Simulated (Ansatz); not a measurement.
# GeS (germanium sulfide) at BCCD(T)/STO-3G

Aim: the energy change on altering one bond length of GeS (germanium sulfide) at BCCD(T)/STO-3G, from 2 runs. 

Program for the calculation: Ansatz 0.2.0.

58 further runs of the same task are left out: 29 that didn't finish, 29 set aside as unsound or not needed.

## Step 1: Starting point

The species is GeS (2 atoms), meant as a singlet with charge 0. As SMILES, `[S+]#[Ge-]`. Geometry: the measured bond length.

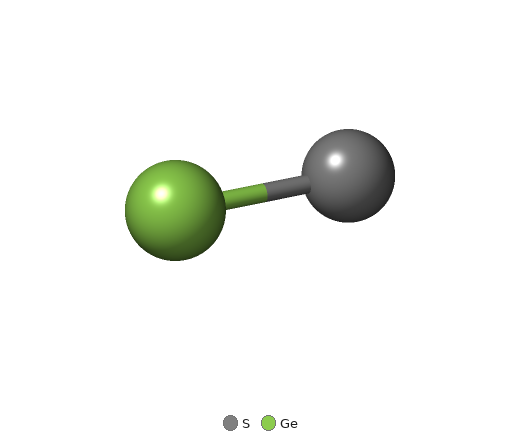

The structure, seen from a chosen angle (sulfur grey, germanium green).

## Step 2: A single-point energy at BCCD(T)/STO-3G

in.yaml

```yaml
crystal:
  periodic: [false, false, false]
  atoms:
    - {symbol: S, position_ang: [0.000000, 0.000000, 0.000000]}
    - {symbol: Ge, position_ang: [0.000000, 0.000000, 2.012086]}
basis:
  gaussian: {orbitals: STO-3G}
accuracy: high
correlation: {method: bccd_t, frozen_orbitals: {Ge: 9, S: 5}}
scf: {omitted_lower_state_checks: [cluster_reference, increment]}
```

The run is started by

```
$ ansatz run in.yaml --threads 1 --pin off --max-ram 2610MiB --events-out events.jsonl --progress --plain --runs-dir runs
```

What it wrote, shortened:

```text
Warning: RAYON_NUM_THREADS=1 ignored (pool sized by the plan → 1); use --threads N
Functional definition: HF
  name "HF"
[...]
374 factors; integrals over basis functions are off by at most 1.1e-8 eV
[...]
mean field -66529.32124732 eV, -2444.9074606456 hartree, gradient 3.0e-8 eV, S^2 0.000000; 0 other end points of the search recorded, 0 dependent functions left out; unrestricted orbitals would lower it
14 core orbitals not correlated: weight in the atoms' cores, before any rotation towards them, 1.000 or more for the frozen orbitals, at most 0.000 for the correlated occupied ones
reference -66529.32124732 eV, -2444.9074606456 hartree; 10, 10 occupied and 3, 3 virtual orbitals, 374 factors
second order -2.64977736 eV of doubles, -0.00000000 eV of singles
cycle   1  -2.06997186 eV  change    5.8e-1 eV  update   1.8e-1
[...]
cycle  21  -2.57590677 eV  change   -1.0e-9 eV  update   1.9e-9
perturbative correction -0.32628104 eV, -0.0119906069 hartree
Total energy: -66532.22343513 eV, -2445.0141140804 hartree
Checks for a lower state left out: cluster_reference, increment
```

It took 0.42 s on 1 thread of Arm Neoverse V1, shared host.

## Step 3: The distorted shape, same level

job.yaml

```yaml
crystal:
  periodic: [false, false, false]
  atoms:
    - {symbol: S, position_ang: [0.000000, 0.000000, -0.503014]}
    - {symbol: Ge, position_ang: [0.000000, 0.000000, 2.012086]}
basis:
  gaussian:
    orbitals: STO-3G
correlation:
  method: bccd_t
  frozen_orbitals: {Ge: 9, S: 5}
accuracy: high
scf:
  omitted_lower_state_checks: [cluster_reference, increment]
```

The run is started by

```
$ ansatz run job.yaml --threads 1 --pin off --max-ram 2610MiB --events-out events.jsonl --progress --plain --runs-dir runs
```

What it wrote, shortened:

```text
Warning: RAYON_NUM_THREADS=1 ignored (pool sized by the plan → 1); use --threads N
[... 2 set-up lines as earlier in the session ...]
[...]
358 factors; integrals over basis functions are off by at most 1.1e-8 eV
[...]
mean field -66525.29622742 eV, -2444.7595438924 hartree, gradient 7.1e-9 eV, S^2 0.000000; 7 other end points of the search recorded, 0 dependent functions left out; unrestricted orbitals would lower it
14 core orbitals not correlated: weight in the atoms' cores, before any rotation towards them, 1.000 or more for the frozen orbitals, at most 0.000 for the correlated occupied ones
reference -66525.29622742 eV, -2444.7595438924 hartree; 10, 10 occupied and 3, 3 virtual orbitals, 358 factors
second order -3.18299091 eV of doubles, -0.00000000 eV of singles
cycle   1  -0.69223933 eV  change     2.5e0 eV  update   4.4e-1
[...]
cycle  29  -3.24260379 eV  change    1.9e-9 eV  update   2.3e-9
perturbative correction -1.03889392 eV, -0.0381786475 hartree
Total energy: -66529.57772513 eV, -2444.9168860312 hartree
Checks for a lower state left out: cluster_reference, increment
```

Wall time 0.79 s (1 thread of Arm Neoverse V1, shared host).

## Step 4: What came out

At BCCD(T)/STO-3G, 14 core orbitals frozen:

```
                                                          quantity           value
                                         first shape: total energy  -2445.01411 Eh
         first shape: correlation energy (14 core orbitals frozen)      -106.7 mEh
                                       first shape: (T) correction      -11.99 mEh
                                     distorted shape: total energy  -2444.91689 Eh
     distorted shape: correlation energy (14 core orbitals frozen)      -157.3 mEh
                                   distorted shape: (T) correction      -38.18 mEh
energy change with the S1–Ge2 bond stretched from 2.012 to 2.515 Å        2.646 eV
```

What this shows: With the S1–Ge2 bond stretched from 2.012 to 2.515 Å the energy rises by 2.65 eV (61 kcal/mol). The first shape isn't relaxed at this level, so the change isn't measured from a minimum. The minimal basis adds a large error of its own. The restricted solution (first shape) is unstable to spin breaking: an unrestricted one lies lower. The triples (first shape) make up 11.2 % of the correlation energy. The restricted solution (distorted shape) is unstable to spin breaking: an unrestricted one lies lower. The triples (distorted shape) make up 24.3 % of the correlation energy.
